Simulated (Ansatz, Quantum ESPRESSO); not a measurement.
# 1T-SiO2, 1 layer: response to a perpendicular field, part 4 of 5

Wanted: polarisability and gap of 1T-SiO2, 1 layer against a perpendicular field.

Quantum ESPRESSO 7.5; plane-wave DFT, PBEsol, GBRV ultrasoft pseudopotentials; geometry and cross-check by Ansatz 0.2.0 with PAW datasets.

So far. Step 6 (Ground state: field 0.1 V/Å): The dipole goes from 0.0000 to 0.0095 e Å, 0.0949 e Å per V/Å. Step 7 (Electrostatic potential): The slope in the vacuum is 0.100 eV/Å for an applied 0.10 V/Å, as it should be.

## 8. Self-consistent run: field 0.2 V/Å

The input, f2.in:

```
&control
  prefix = 'f2'
  outdir = './out'
  pseudo_dir = './pseudo'
  calculation = 'scf'
  tprnfor = .true.
  tefield = .true.
  dipfield = .true.
/
&system
  ibrav = 0
  nat = 3
  ntyp = 2
  ecutwfc = 40
  ecutrho = 200
  occupations = 'smearing'
  smearing = 'fd'
  degauss = 0.004
  edir = 3
  emaxpos = 0.97
  eopreg = 0.04
  eamp = 0.00388938
/
&electrons
  conv_thr = 1e-09
  mixing_beta = 0.4
  electron_maxstep = 120
  mixing_mode = 'plain'
  startingpot = 'file'
/
ATOMIC_SPECIES
  O   15.9990  o_pbesol_v1.2.uspp.F.UPF
  Si  28.0850  si_pbesol_v1.uspp.F.UPF
CELL_PARAMETERS angstrom
  2.69797419724083 0.00000000000000 -0.00000000000000
  -1.34898709862042 2.33651419356549 0.00000000000000
  -0.00000000000000 0.00000000000000 18.85903999990000
ATOMIC_POSITIONS crystal
  O   0.666666666667 0.333333333333 0.451438547694
  Si  0.000000000000 0.000000000000 0.500000008457
  O   0.333333333333 0.666666666667 0.548561443849
K_POINTS automatic
  12 12 1 0 0 0
```

Launch:

```sh
$ cp -r out/f0.save out/f2.save
$ OMP_NUM_THREADS=1 mpirun -n 2 pw.x -nk 2 -in f2.in > f2.out
```

The log of the run:

```text
[banner, memory and clock lines left out]
Program PWSCF v.7.5 starts
[...]
number of electrons       =        16.00
     number of Kohn-Sham states=           12
     kinetic-energy cutoff     =      40.0000  Ry
     charge density cutoff     =     200.0000  Ry
[...]
number of k points=    74  Fermi-Dirac smearing, width (Ry)=  0.0040
[...]
Dense  grid:    38441 G-vectors     FFT dimensions: (  24,  24, 162)
[...]
The initial density is read from file :
[...]
negative rho (up, down):  5.091E-04 0.000E+00
[...]
Starting wfcs are   12 randomized atomic wfcs
[...]
negative rho (up, down):  5.088E-04 0.000E+00
[...]
estimated scf accuracy    <       0.00119678 Ry
[...]
negative rho (up, down):  5.089E-04 0.000E+00
[...]
estimated scf accuracy    <       0.00048035 Ry
[...]
negative rho (up, down):  5.089E-04 0.000E+00
[...]
estimated scf accuracy    <       0.00000292 Ry
[...]
negative rho (up, down):  5.089E-04 0.000E+00
[...]
estimated scf accuracy    <       0.00000166 Ry
[...]
negative rho (up, down):  5.088E-04 0.000E+00
[...]
estimated scf accuracy    <       0.00000054 Ry
[...]
negative rho (up, down):  5.088E-04 0.000E+00
[...]
estimated scf accuracy    <       0.00000004 Ry
[...]
negative rho (up, down):  5.088E-04 0.000E+00
[...]
estimated scf accuracy    <          4.2E-09 Ry
[...]
negative rho (up, down):  5.087E-04 0.000E+00
[...]
Computed dipole along edir(3) :
        Dipole                0.0358 Ry au,          0.0911 Debye
        Dipole field          0.0006 Ry au,
        E field amplitude [Ha a.u.]:  3.8894E-03
        Potential amp.        0.2277 Ry
        Total length         34.2129 bohr
[...]
the Fermi energy is    -4.0514 ev
!    total energy              =     -74.30040409 Ry
     estimated scf accuracy    <          2.1E-10 Ry
     smearing contrib. (-TS)   =      -0.00000000 Ry
     internal energy E=F+TS    =     -74.30040409 Ry
[...]
one-electron contribution =    -598.68349355 Ry
     hartree contribution      =     303.13868883 Ry
     xc contribution           =     -19.07614504 Ry
     ewald contribution        =     240.32080428 Ry
     electric field correction =      -0.00025861 Ry
     convergence has been achieved in   8 iterations
     negative rho (up, down):  5.087E-04 0.000E+00
[...]
Total force =     0.014329     Total SCF correction =     0.000058
[...]
```

It took 26 s on 2 MPI ranks of Arm Neoverse V2, shared host; peak memory 0.24 GiB.

This step gave:

- free energy: -1010.9085 eV
- Fermi energy: -4.051 eV
- dipole along the normal: 0.01897 e·Å
- valence top, on the run's zero: -5.438 eV
- conduction bottom, on the run's zero: 1.152 eV
- gap by band count: 6.590 eV

The dipole goes from 0.0000 to 0.0190 e Å, 0.0948 e Å per V/Å.

## 9. Electrostatic potential

The input, f2.pot.in:

```
&inputpp
  prefix = 'f2'
  outdir = './out'
  filplot = 'f2.pot.dat'
  plot_num = 11
/
```

Launch:

```sh
$ OMP_NUM_THREADS=1 mpirun -n 2 pp.x -in f2.pot.in > f2.pot.out
```

Elapsed: 0.89 s, on 2 MPI ranks; peak memory 0.1 GiB.

Read from the output:

```
slope of the potential above                                          : 0.2000 eV/Å
upper vacuum line continued to the top atoms, over the valence top    : 8.922 eV
slope of the potential below                                          : 0.2000 eV/Å
lower vacuum line continued to the bottom atoms, over the valence top : 9.100 eV
```

The slope in the vacuum is 0.200 eV/Å for an applied 0.20 V/Å, as it should be.

## 10. Band structure: field 0.2 V/Å

The input, f2.bands.in:

```
&control
  prefix = 'f2.bands'
  outdir = './out'
  pseudo_dir = './pseudo'
  calculation = 'bands'
  tefield = .true.
  dipfield = .true.
/
&system
  ibrav = 0
  nat = 3
  ntyp = 2
  ecutwfc = 40
  ecutrho = 200
  occupations = 'smearing'
  smearing = 'fd'
  degauss = 0.004
  edir = 3
  emaxpos = 0.97
  eopreg = 0.04
  eamp = 0.00388938
  nbnd = 14
/
&electrons
  conv_thr = 1e-07
  mixing_beta = 0.4
  electron_maxstep = 120
  mixing_mode = 'local-TF'
/
ATOMIC_SPECIES
  O   15.9990  o_pbesol_v1.2.uspp.F.UPF
  Si  28.0850  si_pbesol_v1.uspp.F.UPF
CELL_PARAMETERS angstrom
  2.69797419724083 0.00000000000000 -0.00000000000000
  -1.34898709862042 2.33651419356549 0.00000000000000
  -0.00000000000000 0.00000000000000 18.85903999990000
ATOMIC_POSITIONS crystal
  O   0.666666666667 0.333333333333 0.451438547694
  Si  0.000000000000 0.000000000000 0.500000008457
  O   0.333333333333 0.666666666667 0.548561443849
K_POINTS crystal_b
4
  0.0000000000 0.0000000000 0.0000000000 14
  0.5000000000 0.0000000000 0.0000000000 14
  0.3333333333 0.3333333333 0.0000000000 14
  0.0000000000 0.0000000000 0.0000000000 1
```

Launch:

```sh
$ cp -r out/f2.save out/f2.bands.save
$ cp out/f2.xml out/f2.bands.xml
$ OMP_NUM_THREADS=1 mpirun -n 2 pw.x -nk 2 -in f2.bands.in > f2.bands.out
```

The log of the run:

```text
[banner, memory and clock lines left out]
Program PWSCF v.7.5 starts
[citation notice left out]

[...]
bravais-lattice index     =            0
     lattice parameter (alat)  =       5.0984  a.u.
     unit-cell volume          =     802.2734 (a.u.)^3
     number of atoms/cell      =            3
     number of atomic types    =            2
     number of electrons       =        16.00
     number of Kohn-Sham states=           14
     kinetic-energy cutoff     =      40.0000  Ry
     charge density cutoff     =     200.0000  Ry
     Exchange-correlation= SLA  PW   PSX  PSC
                           (   1   4  10   8   0   0   0)

[...]
PseudoPot. # 1 for O  read from file:
     ./pseudo/o_pbesol_v1.2.uspp.F.UPF
     Pseudo is Ultrasoft + core correction, Zval =  6.0
     Generated by new atomic code, or converted to UPF format
     Using radial grid of  737 points,  5 beta functions with:
                l(1) =   0
                l(2) =   0
                l(3) =   1
                l(4) =   1
                l(5) =   2
     Q(r) pseudized with  8 coefficients,  rinner =    0.900   0.900   0.900
                                                       0.900   0.900

     PseudoPot. # 2 for Si read from file:
     ./pseudo/si_pbesol_v1.uspp.F.UPF
     Pseudo is Ultrasoft + core correction, Zval =  4.0
     Generated by new atomic code, or converted to UPF format
     Using radial grid of  899 points,  6 beta functions with:
                l(1) =   0
                l(2) =   0
                l(3) =   1
                l(4) =   1
                l(5) =   2
                l(6) =   2
     Q(r) pseudized with  8 coefficients,  rinner =    0.900   0.900   0.900
                                                       0.900   0.900

     atomic species   valence    mass     pseudopotential
     O                 6.00    15.99900     O ( 1.00)
     Si                4.00    28.08500     Si( 1.00)

     No symmetry found

[...]
number of k points=    43  Fermi-Dirac smearing, width (Ry)=  0.0040
[...]
Dense  grid:    38441 G-vectors     FFT dimensions: (  24,  24, 162)

     Smooth grid:    27377 G-vectors     FFT dimensions: (  24,  24, 144)

     The potential is recalculated from file :
     ./out/f2.bands.save/charge-density

     negative rho (up, down):  5.087E-04 0.000E+00

     Adding external electric field

     Computed dipole along edir(3) :
        Dipole                0.0358 Ry au,          0.0911 Debye
        Dipole field          0.0006 Ry au,

        E field amplitude [Ha a.u.]:  3.8894E-03
        Potential amp.        0.2277 Ry
        Total length         34.2129 bohr

     Starting wfcs are   12 randomized atomic wfcs +    2 random wfcs

     Band Structure Calculation
     Davidson diagonalization with overlap
     c_bands:  1 eigenvalues not converged
     c_bands:  1 eigenvalues not converged

     ethr =  6.25E-10,  avg # of iterations = 55.8

     End of band structure calculation

          k = 0.0000 0.0000 0.0000 (  3407 PWs)   bands (ev):

   -26.3786 -22.5819  -9.9317  -7.3880  -7.3880  -6.3118  -6.3118  -6.0235
     1.1518   2.3230   2.9043   3.3511   3.9539   4.8558

          k = 0.0357 0.0206 0.0000 (  3405 PWs)   bands (ev):

   -26.3561 -22.5726  -9.9217  -7.5420  -7.4241  -6.3869  -6.3065  -5.9555
     1.2371   2.3587   2.9692   3.3907   3.9866   4.8883

[...]
```

The job ended after 16 s (2 MPI ranks; peak memory 0.13 GiB; 31 s of CPU time).

This step gave:

* valence top, on the run's zero: -5.433 eV
* gap by band count: 6.585 eV

Band numbers count within the set of bands kept for display. Electronic bands along the path, in eV, zero at the highest filled level of the SCF mesh; v1 is the highest filled band, c1 the lowest empty one:

| point | v4 | v3 | v2 | v1 | c1 |
| --- | --- | --- | --- | --- | --- |
| Γ | -1.95 | -0.87 | -0.87 | -0.59 | 6.59 |
| M | -3.73 | -1.63 | -1.29 | -0.82 | 7.96 |
| K | -5.54 | -3.93 | -0.64 | -0.58 | 10.55 |
| Γ | -1.95 | -0.87 | -0.87 | -0.59 | 6.59 |

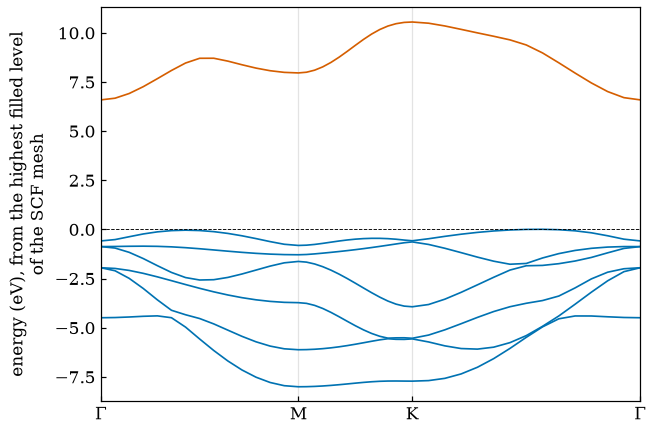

Electronic bands along the path; lines of filled and empty bands in two colours.

Upper empty bands that drop with the field can be states of the vacuum, held by the sawtooth; they depend on the cell's width.

Along this path the valence top lies between K and Γ and the conduction bottom at Γ.

## 11. Ground state: field -0.2 V/Å

f3.in is the input of step 8 with these lines changed:

```diff
@@ -1,3 +1,3 @@
 &control
-  prefix = 'f2'
+  prefix = 'f3'
   outdir = './out'
@@ -21,3 +21,3 @@
   eopreg = 0.04
-  eamp = 0.00388938
+  eamp = -0.00388938
 /
```

Launch:

```sh
$ cp -r out/f0.save out/f3.save
$ OMP_NUM_THREADS=1 mpirun -n 2 pw.x -nk 2 -in f3.in > f3.out
```

The log of the run:

```text
[banner, memory and clock lines left out]
Program PWSCF v.7.5 starts
[...]
number of electrons       =        16.00
     number of Kohn-Sham states=           12
     kinetic-energy cutoff     =      40.0000  Ry
     charge density cutoff     =     200.0000  Ry
[...]
number of k points=    74  Fermi-Dirac smearing, width (Ry)=  0.0040
[...]
Dense  grid:    38441 G-vectors     FFT dimensions: (  24,  24, 162)
[...]
The initial density is read from file :
[...]
negative rho (up, down):  5.091E-04 0.000E+00
[...]
Starting wfcs are   12 randomized atomic wfcs
[...]
negative rho (up, down):  5.088E-04 0.000E+00
[...]
estimated scf accuracy    <       0.00119736 Ry
[...]
negative rho (up, down):  5.089E-04 0.000E+00
[...]
estimated scf accuracy    <       0.00048172 Ry
[...]
negative rho (up, down):  5.089E-04 0.000E+00
[...]
estimated scf accuracy    <       0.00000281 Ry
[...]
negative rho (up, down):  5.089E-04 0.000E+00
[...]
estimated scf accuracy    <       0.00000161 Ry
[...]
negative rho (up, down):  5.088E-04 0.000E+00
[...]
estimated scf accuracy    <       0.00000047 Ry
[...]
negative rho (up, down):  5.088E-04 0.000E+00
[...]
estimated scf accuracy    <       0.00000005 Ry
[...]
negative rho (up, down):  5.088E-04 0.000E+00
[...]
estimated scf accuracy    <          3.9E-09 Ry
[...]
negative rho (up, down):  5.087E-04 0.000E+00
[...]
Computed dipole along edir(3) :
        Dipole               -0.0358 Ry au,         -0.0910 Debye
        Dipole field         -0.0006 Ry au,
        E field amplitude [Ha a.u.]: -3.8894E-03
        Potential amp.       -0.2277 Ry
        Total length         34.2129 bohr
[...]
the Fermi energy is    -4.1149 ev
!    total energy              =     -74.30040406 Ry
     estimated scf accuracy    <          4.1E-10 Ry
     smearing contrib. (-TS)   =      -0.00000000 Ry
     internal energy E=F+TS    =     -74.30040406 Ry
[...]
one-electron contribution =    -598.68349123 Ry
     hartree contribution      =     303.13868582 Ry
     xc contribution           =     -19.07614441 Ry
     ewald contribution        =     240.32080428 Ry
     electric field correction =      -0.00025853 Ry
     convergence has been achieved in   8 iterations
     negative rho (up, down):  5.087E-04 0.000E+00
[...]
Total force =     0.014329     Total SCF correction =     0.000079
[...]
```

Elapsed: 26 s, on 2 MPI ranks; peak memory 0.33 GiB; 52 s of CPU time.

Read from the output:

| Property | Result |
| --- | --- |
| Fermi energy | -4.115 eV |
| dipole along the normal | -0.01895 e·Å |
| valence top, on the run's zero | -5.503 eV |
| conduction bottom, on the run's zero | 1.087 eV |
| gap by band count | 6.590 eV |

The dipole goes from 0.0000 to -0.0189 e Å, 0.0947 e Å per V/Å.

## 12. Potential by pp.x

The input, f3.pot.in:

```
&inputpp
  prefix = 'f3'
  outdir = './out'
  filplot = 'f3.pot.dat'
  plot_num = 11
/
```

Launch:

```sh
$ OMP_NUM_THREADS=1 mpirun -n 2 pp.x -in f3.pot.in > f3.pot.out
```

Elapsed: 0.89 s, on 2 MPI ranks; peak memory 0.1 GiB.

This step gave:

| Item | Value |
| --- | --- |
| slope of the potential above | -0.2000 eV/Å |
| upper vacuum line continued to the top atoms, over the valence top | 9.100 eV |
| slope of the potential below | -0.2000 eV/Å |
| lower vacuum line continued to the bottom atoms, over the valence top | 8.922 eV |

The slope in the vacuum is -0.200 eV/Å for an applied -0.20 V/Å, as it should be.

Each curve counts from the valence top of its own run.

The runs together. Table of potential energy by z:

| z (Å) | potential at 0 V/Å (eV) | potential at 0.1 V/Å (eV) | potential at 0.2 V/Å (eV) | potential at -0.2 V/Å (eV) |
| --- | --- | --- | --- | --- |
| 0.0 | 9.01 | 8.61 | 8.20 | 9.82 |
| 2.5 | 9.01 | 8.45 | 7.90 | 10.1 |
| 5.0 | 9.01 | 8.70 | 8.40 | 9.62 |
| 7.5 | 8.25 | 8.19 | 8.12 | 8.39 |
| 10.0 | -12.0 | -12.0 | -12.0 | -12.1 |
| 12.5 | 9.00 | 9.17 | 9.34 | 8.66 |
| 15.0 | 9.01 | 9.43 | 9.85 | 8.17 |
| 17.5 | 9.01 | 9.68 | 10.4 | 7.67 |

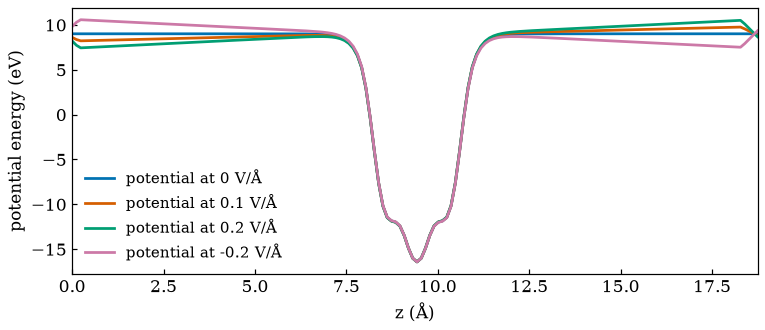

Potential energy against z.

## 13. Bands along a path: field -0.2 V/Å

f3.bands.in is the input of step 10 with these lines changed:

```diff
@@ -1,3 +1,3 @@
 &control
-  prefix = 'f2.bands'
+  prefix = 'f3.bands'
   outdir = './out'
@@ -20,3 +20,3 @@
   eopreg = 0.04
-  eamp = 0.00388938
+  eamp = -0.00388938
   nbnd = 14
```

Launch:

```sh
$ cp -r out/f3.save out/f3.bands.save
$ cp out/f3.xml out/f3.bands.xml
$ OMP_NUM_THREADS=1 mpirun -n 2 pw.x -nk 2 -in f3.bands.in > f3.bands.out
```

The log of the run:

```text
[banner, memory and clock lines left out]
Program PWSCF v.7.5 starts
[citation notice left out]

[...]
bravais-lattice index     =            0
     lattice parameter (alat)  =       5.0984  a.u.
     unit-cell volume          =     802.2734 (a.u.)^3
     number of atoms/cell      =            3
     number of atomic types    =            2
     number of electrons       =        16.00
     number of Kohn-Sham states=           14
     kinetic-energy cutoff     =      40.0000  Ry
     charge density cutoff     =     200.0000  Ry
     Exchange-correlation= SLA  PW   PSX  PSC
                           (   1   4  10   8   0   0   0)

[...]
PseudoPot. # 1 for O  read from file:
     ./pseudo/o_pbesol_v1.2.uspp.F.UPF
     Pseudo is Ultrasoft + core correction, Zval =  6.0
     Generated by new atomic code, or converted to UPF format
     Using radial grid of  737 points,  5 beta functions with:
                l(1) =   0
                l(2) =   0
                l(3) =   1
                l(4) =   1
                l(5) =   2
     Q(r) pseudized with  8 coefficients,  rinner =    0.900   0.900   0.900
                                                       0.900   0.900

     PseudoPot. # 2 for Si read from file:
     ./pseudo/si_pbesol_v1.uspp.F.UPF
     Pseudo is Ultrasoft + core correction, Zval =  4.0
     Generated by new atomic code, or converted to UPF format
     Using radial grid of  899 points,  6 beta functions with:
                l(1) =   0
                l(2) =   0
                l(3) =   1
                l(4) =   1
                l(5) =   2
                l(6) =   2
     Q(r) pseudized with  8 coefficients,  rinner =    0.900   0.900   0.900
                                                       0.900   0.900

     atomic species   valence    mass     pseudopotential
     O                 6.00    15.99900     O ( 1.00)
     Si                4.00    28.08500     Si( 1.00)

     No symmetry found

[...]
number of k points=    43  Fermi-Dirac smearing, width (Ry)=  0.0040
[...]
Dense  grid:    38441 G-vectors     FFT dimensions: (  24,  24, 162)

     Smooth grid:    27377 G-vectors     FFT dimensions: (  24,  24, 144)

     The potential is recalculated from file :
     ./out/f3.bands.save/charge-density

     negative rho (up, down):  5.087E-04 0.000E+00

     Adding external electric field

     Computed dipole along edir(3) :
        Dipole               -0.0358 Ry au,         -0.0910 Debye
        Dipole field         -0.0006 Ry au,

        E field amplitude [Ha a.u.]: -3.8894E-03
        Potential amp.       -0.2277 Ry
        Total length         34.2129 bohr

     Starting wfcs are   12 randomized atomic wfcs +    2 random wfcs

     Band Structure Calculation
     Davidson diagonalization with overlap

     ethr =  6.25E-10,  avg # of iterations = 52.9

     End of band structure calculation

          k = 0.0000 0.0000 0.0000 (  3407 PWs)   bands (ev):

   -26.4431 -22.6465  -9.9962  -7.4526  -7.4526  -6.3764  -6.3764  -6.0881
     1.0873   2.3241   2.8476   3.3994   3.8960   4.9166

          k = 0.0357 0.0206 0.0000 (  3405 PWs)   bands (ev):

   -26.4207 -22.6372  -9.9862  -7.6066  -7.4886  -6.4514  -6.3710  -6.0200
     1.1726   2.3598   2.9140   3.4373   3.9285   4.9491

[...]
```

Wall time 15 s (2 MPI ranks); peak memory 0.13 GiB; 30 s of CPU time.

Read from the output:

| Item | Value |
| --- | --- |
| valence top, on the run's zero | -5.498 eV |
| gap by band count | 6.585 eV |

Band numbers count within the set of bands kept for display. Electronic bands along the path, in eV, zero at the highest filled level of the SCF mesh; v1 is the highest filled band, c1 the lowest empty one:

| point | v4 | v3 | v2 | v1 | c1 |
| --- | --- | --- | --- | --- | --- |
| Γ | -1.95 | -0.87 | -0.87 | -0.59 | 6.59 |
| M | -3.73 | -1.63 | -1.29 | -0.82 | 7.96 |
| K | -5.54 | -3.93 | -0.64 | -0.58 | 10.55 |
| Γ | -1.95 | -0.87 | -0.87 | -0.59 | 6.59 |

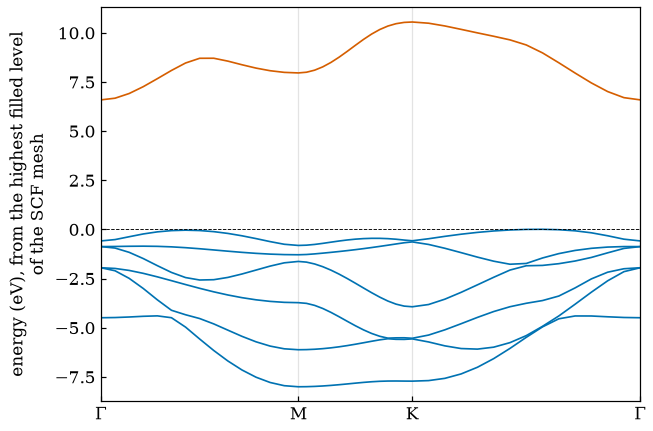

Electronic bands along the path; lines of filled and empty bands in two colours.

Upper empty bands that drop with the field can be states of the vacuum, held by the sawtooth; they depend on the cell's width.

Along this path the valence top lies between K and Γ and the conduction bottom at Γ.

## 14. Density by pp.x

plot_num = 0 writes the valence density.

The input, f0.rho.in:

```
&inputpp
  prefix = 'f0'
  outdir = './out'
  filplot = 'f0.rho.dat'
  plot_num = 0
/
```

Launch:

```sh
$ OMP_NUM_THREADS=1 mpirun -n 2 pp.x -in f0.rho.in > f0.rho.out
```

The log of the run:

```text
[banner, memory and clock lines left out]
Program POST-PROC v.7.5 starts

          URL

     ./out/f0.save/

     IMPORTANT: XC functional enforced from input :
     Exchange-correlation= PBESOL
                           (   1   4  10   8   0   0   0)
     Any further DFT definition will be discarded
     Please, verify this is what you really want

     negative rho (up, down):  5.091E-04 0.000E+00

     Adding external electric field

     Computed dipole along edir(3) :
        Dipole                0.0000 Ry au,          0.0000 Debye
        Dipole field          0.0000 Ry au,

        Potential amp.       -0.0000 Ry
        Total length         34.2129 bohr

     Calling punch_plot, plot_num =   0
     Writing data to file  f0.rho.dat
     Message from routine chdens:
     namelist plot not found or invalid, exiting
```

It took 0.89 s on 2 MPI ranks; peak memory 0.1 GiB.

This step gave:

* electrons by integration: 16.00 e

Mean over planes. Valence density, planar mean against z:

| z (Å) | valence density, planar mean (e/Å³) |
| --- | --- |
| 5 | 5.3e-6 |
| 6 | 2.2e-4 |
| 7 | 0.00876 |
| 8 | 0.431 |
| 9 | 0.697 |
| 10 | 0.918 |
| 11 | 0.257 |
| 12 | 0.00507 |
| 13 | 1.3e-4 |
| 14 | 4.5e-6 |

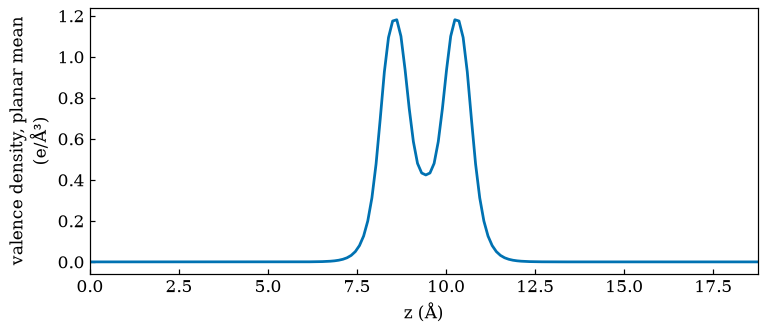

Valence density, planar mean against z.

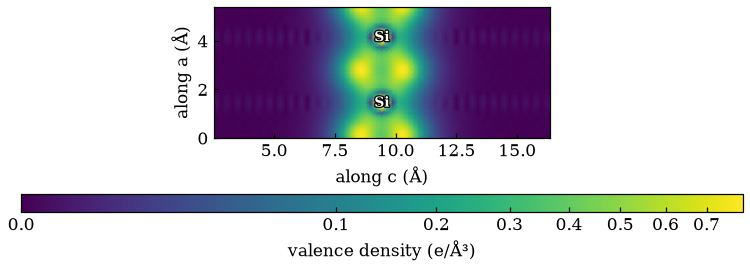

Valence density in the ca plane at fractional y = 0.000, with atoms of Si within 0.2 Å of it. It is the smooth field of the valence electrons, not physical close to the nuclei. The map starts off the cell's origin, so that atoms lie inside it. The colour scale is stretched toward low values. The far vacuum is left out of the map.

The density integrates to 16.000 electrons, as the 16 of the input ask.

## 15. Valence density

The input, f2.rho.in:

```
&inputpp
  prefix = 'f2'
  outdir = './out'
  filplot = 'f2.rho.dat'
  plot_num = 0
/
```

Launch:

```sh
$ OMP_NUM_THREADS=1 mpirun -n 2 pp.x -in f2.rho.in > f2.rho.out
```

The job ended after 0.89 s (2 MPI ranks; peak memory 0.1 GiB).

(Part 4 of 5 ends here.)

[Logs are printed without paths, hosts, clocks, repeated set-up lines and the standing remarks that a program may print on its own settings, such as how far it seeks lower states.]

[Hosts, paths, dates, database ids (printed as entryN), source tags and the programs' standing remarks are cut or masked in the printed files.]

[Maps of the electrostatic potential energy from Ansatz leave out the sawtooth potential of an applied field or a dipole correction, so their vacuum need not be flat; planar profiles and work functions include it.]
